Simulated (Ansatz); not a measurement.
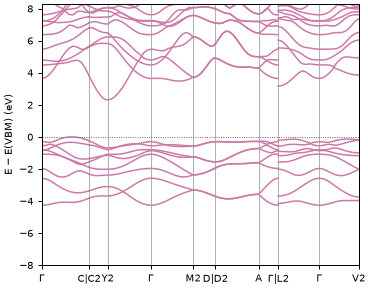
Fig. 1. Band structure from the program Ansatz at the r²SCAN level (PAW)

Q: Read off the gap and where the band edges lie.

A: About 2.3 eV (2.31 eV by a search for the band edges); maximum on the Γ–C line, 63 % of the way from Γ, minimum at Y2.

Q: Which of these materials gives this?
A) Cu2SiSe3, Cc (Pearson symbol mS24)
B) Li4Ca2MgSi2N6, C2/m (Pearson symbol mS30)
C) CaC2, C2/c (Ca on 4e, C on 8f)

A: C, CaC2, C2/c (Ca on 4e, C on 8f)

The first step of the workflow began from a Materials Project structure, measured or hypothetical; the Crystallography Open Database copy checked does not list it. COD files the formula under space group No. 2, so this cell is another polymorph or a model. Its standing as an ambient phase is unchecked. The r²SCAN relaxation kept the symmetry of its start; whether a distortion lowers the energy is not shown.

Potentials: the later of the program's two PAW sets.
